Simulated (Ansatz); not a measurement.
## Electronic structure of CH$_{3}$F$_{3}$OSi (SMILES OC[Si](F)(F)F) in real space

```xyz
9

C    -0.6861    2.2991   -1.6587
F    -0.0771   -0.4120   -0.8354
F     1.9459    1.1161   -1.3453
F     0.4808    1.5469    0.7606
O    -1.8561    2.4947   -0.8750
Si    0.4400    1.1045   -0.7879
H    -1.5803    2.8573   -0.0214
H    -1.0085    1.8868   -2.6293
H    -0.1548    3.2457   -1.8936
```

Geometry: r2SCAN-D4/def2-SVP.

Theory: isolated molecule in a Gaussian basis; Kohn-Sham density functional theory, functional PBE0 in Ansatz.

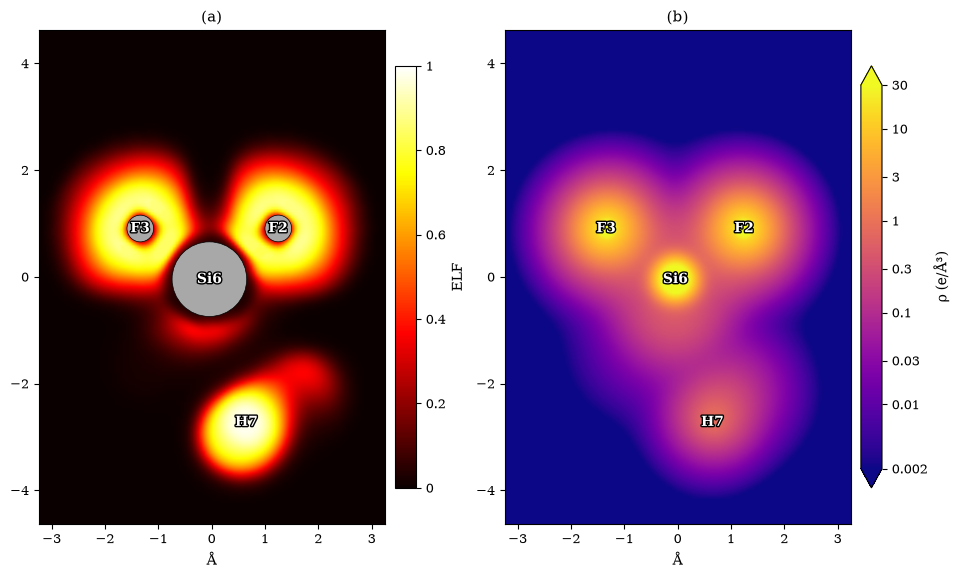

Figure 1. (a) ELF; (b) electron density on the plane of atoms F2, Si6 and F3. Grey discs cover the atomic cores in the ELF map.

Q: Interpret the plot.

A: Atoms in the plane: F, Si and H.
Si–F (1.60 Å): ρ is about 1.1 e/Å³ halfway; the ELF peaks at about 0.85 in the valence shell of F, 0.6 Å from its nucleus, and is about 0.40 at the midpoint.
The ELF also peaks beside F3 and F2, away from the bonds: lone-pair regions.

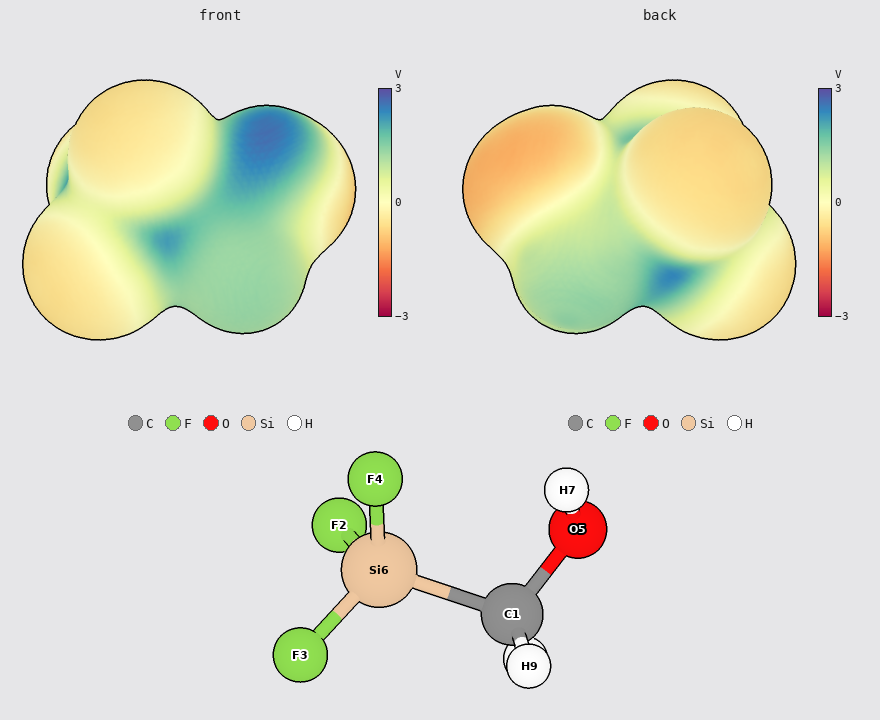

Figure 2. The electrostatic potential painted on the density surface at 0.002 e/bohr³, seen from the front and from behind; red is negative and blue positive. The bare structure is drawn below in the same view.

Q: Where is the surface potential most negative and most positive?

A: The most negative region (about −1.1 V) lies over O5, the most positive (about +2.6 V) over H7. O5 is the likeliest acceptor of a hydrogen bond.

Q: What dipole moment does the calculation give?

A: Its dipole moment is 1.93 D.

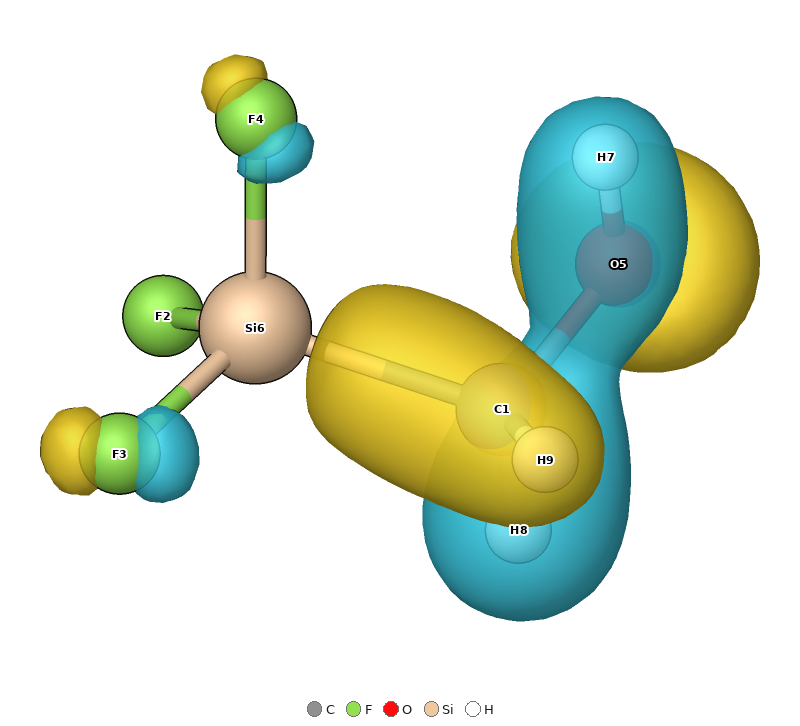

Figure 3. The HOMO−1 at ±0.15 Å⁻³ᐟ² (yellow and cyan are the two phases), seen across its widest extent.

Q: Where does this orbital lie, and at what energy?

A: Its weight (Hirshfeld) is mainly on O5 (about 45 %), C1 (about 25 %) and H8 (about 10 %). Its energy is −10.33 eV.
